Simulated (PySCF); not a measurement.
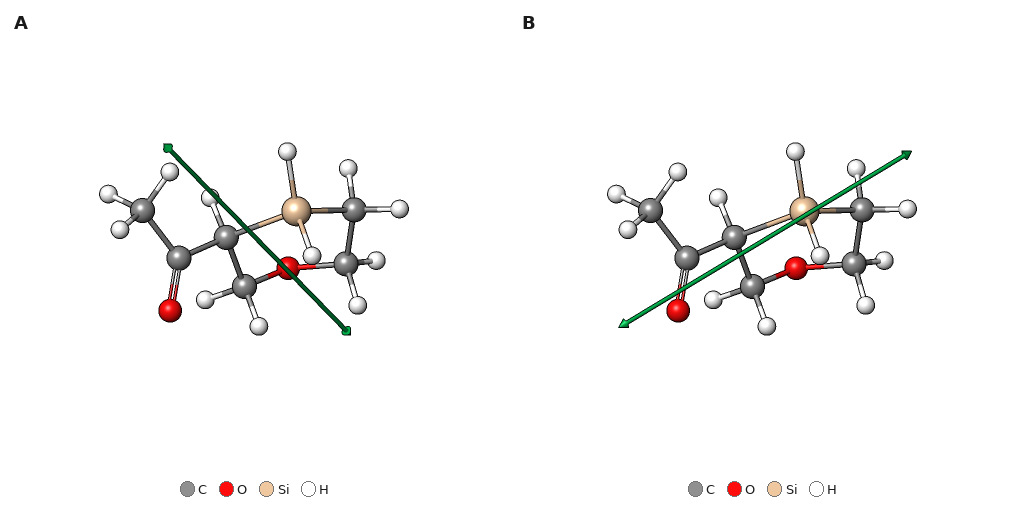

The double arrows show the directions of two transition dipoles from the ground state (lengths mean nothing). Computed geometry: PBE0-D3(BJ)/def2-SVP optimisation. No frequency run is at hand to confirm it as a minimum. Method: TDDFT CAM-B3LYP/def2-SVPD, vertical, gas phase, core orbitals frozen in the response (PySCF 2.14.0).

Question: One belongs to singlet state 5 and one to singlet state 6. Which is which?

Answer: A: state 6, 7.56 eV (164 nm), oscillator strength 0.018, of mixed character, with the largest part HOMO−1 → LUMO+1 (weight 0.38).
B: state 5, 7.41 eV (167 nm), oscillator strength 0.10, mainly HOMO−2 → LUMO (weight 0.82).
